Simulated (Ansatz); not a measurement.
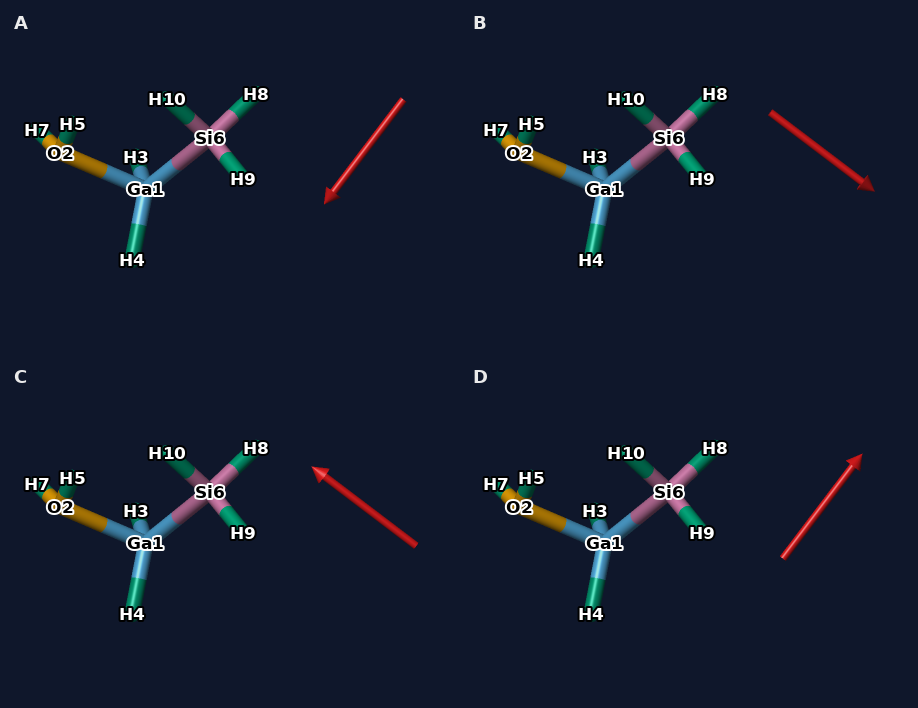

The same molecule four times, each with an arrow. The computed structure is the end point of a PBE0-D4/def2-TZVP optimisation. Level of theory: RKS PBE0-D4/def2-TZVP (Ansatz 0.2.0).

### Which arrow points along the dipole moment, from the negative to the positive end?

C. The dipole moment is 3.34 D; it points from the side of H9 to the side of H7 (the outermost atoms at the two ends).
